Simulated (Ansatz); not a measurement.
# BSiNH4S (SMILES S[SiH]1BN1): wB97M-V/cc-pVDZ

What is the vertical singlet–triplet gap of BSiNH4S at wB97M-V/cc-pVDZ? 

The results are computed with Ansatz 0.2.0.

97 further runs of the same task are left out: 97 set aside as unsound or not needed.

### 1 The system as given

BSiNH4S has 8 atoms, charge 0, and is taken as a singlet. As SMILES, `S[SiH]1BN1`. The shape is that of a PBE0-D4/def2-TZVP optimisation. This is one conformer, not always the lowest.

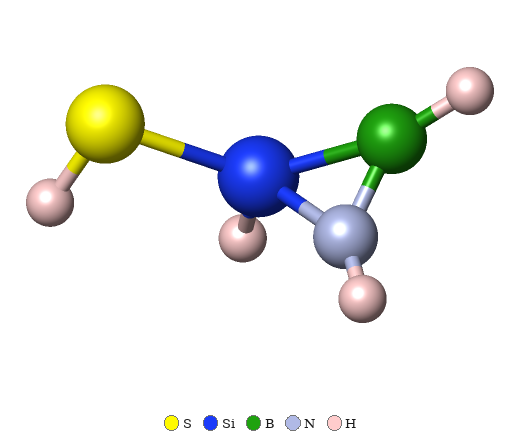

Viewed from a chosen angle; sulfur yellow, silicon blue, boron green, nitrogen light blue, hydrogen pink.

### 2 The energy at wB97M-V/cc-pVDZ

Input file molecule.yaml:

```yaml
crystal:
  periodic: [false, false, false]
  atoms:
    - symbol: S
      position_ang: [-2.198700, -0.554700, -0.360400]
    - symbol: Si
      position_ang: [-0.326600, -0.039100, 0.515400]
    - symbol: B
      position_ang: [1.350500, -0.825500, 0.014200]
    - symbol: N
      position_ang: [0.999600, 0.392100, -0.541100]
    - symbol: H
      position_ang: [-2.816800, 0.582000, 0.001900]
    - symbol: H
      position_ang: [-0.578800, 0.932200, 1.605800]
    - symbol: H
      position_ang: [2.264800, -1.577600, -0.080200]
    - symbol: H
      position_ang: [1.398200, 1.033600, -1.211500]
basis:
  gaussian:
    orbitals: cc-pVDZ
hamiltonian:
  xc: {name: wB97M-V}
accuracy: high
output: {orbitals: {seedname: orbitals}}
```

Run with:

```console
$ ansatz run molecule.yaml --threads 1 --pin off --max-ram 2610MiB --events-out events.jsonl --progress --plain --runs-dir runs
```

Output:

```text
Warning: RAYON_NUM_THREADS=1 ignored (pool sized by the plan → 1); use --threads N
Functional definition: wB97M-V
  name "wB97M-V"
  parameter omega = 0.3/bohr
  parameter cx = 0.15
  parameter cx01 = 1.007
  parameter cx10 = 0.259
  parameter css00 = 0.443
  parameter css04 = -1.437
  parameter css10 = -4.535
  parameter css20 = -3.390
  parameter css43 = 4.278
  parameter cos00 = 1.000
  parameter cos10 = 1.358
  parameter cos20 = 2.924
  parameter cos21 = -8.812
  parameter cos60 = -1.390
  parameter cos61 = 9.142
  parameter b = 6.0
  parameter c = 0.01
  gx(w, u) = 1 - cx + cx01*u + cx10*w
  gss(w, u) = css00 + css04*u^4 + css10*w + css20*w^2 + css43*w^4*u^3
  gos(w, u) = cos00 + cos10*w + (cos20 + cos21*u)*w^2 + (cos60 + cos61*u)*w^6
  exchange = spin_sum(e_x_unif_sr(omega)*gx(b97_w, b97_u_x)) + cx*exact_x_sr(omega) + exact_x_lr(omega)
  correlation = spin_sum(e_c_pw_mod_same_spin*gss(b97_w, b97_u_same))
      + integral(e_c_pw_mod_opposite_spin*gos(b97_w_opposite, b97_u_opposite)) + vv10(b, c)
1930 factors; integrals over basis functions are off by at most 3.9e-9 eV
391 factors; integrals over basis functions are off by at most 2.0e-9 eV
mean field evaluation 1: about -20938.9114 eV, gradient 4.3e1 eV
mean field evaluation 2: about -20938.3354 eV, gradient 4.7e1 eV
mean field evaluation 4: about -20942.9138 eV, gradient 1.4e0 eV
mean field evaluation 8: about -20943.0369 eV, gradient 4.4e-2 eV
mean field evaluation 16: about -20943.0369 eV, gradient 5.4e-5 eV
mean field -20943.03692788 eV, -769.6424113991 hartree, gradient 7.2e-8 eV, S^2 0.000000; 0 other end points of the search recorded, 0 dependent functions left out
reference -20943.03693226 eV, -769.6424115601 hartree; 23, 23 occupied and 61, 61 virtual orbitals, 1930 factors
Total energy: -20943.03693226 eV, -769.6424115601 hartree
```

Run time: 79 s. Hardware: 1 thread of Arm Neoverse V1, shared host; peak memory 0.55 GiB.

### 3 The triplet

Input file job.yaml:

```yaml
crystal:
  periodic: [false, false, false]
  atoms:
    - {symbol: S, position_ang: [-2.198700, -0.554700, -0.360400]}
    - {symbol: Si, position_ang: [-0.326600, -0.039100, 0.515400]}
    - {symbol: B, position_ang: [1.350500, -0.825500, 0.014200]}
    - {symbol: N, position_ang: [0.999600, 0.392100, -0.541100]}
    - {symbol: H, position_ang: [-2.816800, 0.582000, 0.001900]}
    - {symbol: H, position_ang: [-0.578800, 0.932200, 1.605800]}
    - {symbol: H, position_ang: [2.264800, -1.577600, -0.080200]}
    - {symbol: H, position_ang: [1.398200, 1.033600, -1.211500]}
basis:
  gaussian: {orbitals: cc-pVDZ}
magnetization: {spin_polarized: true, initial_magnetization: 2}
hamiltonian: {xc: {name: wB97M-V}}
accuracy: high
output: {orbitals: {seedname: orbitals}}
```

Run with:

```console
$ ansatz run job.yaml --threads 1 --pin off --max-ram 2610MiB --events-out events.jsonl --progress --plain --runs-dir runs
```

Output:

```text
Warning: RAYON_NUM_THREADS=1 ignored (pool sized by the plan → 1); use --threads N
[... 19 set-up lines as earlier in the session ...]
  gx(w, u) = 1 - cx + cx01*u + cx10*w
  gss(w, u) = css00 + css04*u^4 + css10*w + css20*w^2 + css43*w^4*u^3
  gos(w, u) = cos00 + cos10*w + (cos20 + cos21*u)*w^2 + (cos60 + cos61*u)*w^6
[... 2 set-up lines as earlier in the session ...]
      + integral(e_c_pw_mod_opposite_spin*gos(b97_w_opposite, b97_u_opposite)) + vv10(b, c)
1930 factors; integrals over basis functions are off by at most 3.9e-9 eV
391 factors; integrals over basis functions are off by at most 2.0e-9 eV
mean field evaluation 1: about -20933.0718 eV, gradient 3.3e1 eV
mean field evaluation 2: about -20932.3846 eV, gradient 3.6e1 eV
mean field evaluation 4: about -20938.0933 eV, gradient 1.3e0 eV
mean field evaluation 8: about -20938.2490 eV, gradient 1.5e-1 eV
mean field evaluation 16: about -20938.2513 eV, gradient 1.7e-2 eV
mean field evaluation 32: about -20938.2514 eV, gradient 5.6e-5 eV
mean field evaluation 64: about -20938.2117 eV, gradient 2.6e0 eV
mean field -20938.25143333 eV, -769.4665477182 hartree, gradient 8.6e-8 eV, S^2 2.003211; 4 other end points of the search recorded, 0 dependent functions left out
reference -20938.25143755 eV, -769.4665478732 hartree; 24, 22 occupied and 60, 62 virtual orbitals, 1930 factors
Total energy: -20938.25143755 eV, -769.4665478732 hartree
```

It took 4.9 min on 1 thread of Arm Neoverse V1, shared host; peak memory 1 GiB.

### 4 Results

Level: wB97M-V/cc-pVDZ.

| quantity | value |
| --- | --- |
| singlet: total energy | -769.64241 Eh |
| singlet: HOMO energy | -8.99 eV |
| singlet: LUMO energy | 1.82 eV |
| singlet: HOMO–LUMO gap | 10.81 eV |
| triplet: total energy | -769.46655 Eh |
| triplet: HOMO energy (highest over α and β) | -4.48 eV |
| triplet: LUMO energy (lowest over α and β) | -2.99 eV |
| triplet: ⟨S²⟩ | 2.003 |
| vertical energy of the triplet above the singlet | 4.785 eV |

What this shows: At this shape the triplet lies 4.79 eV (462 kJ/mol) above the singlet.
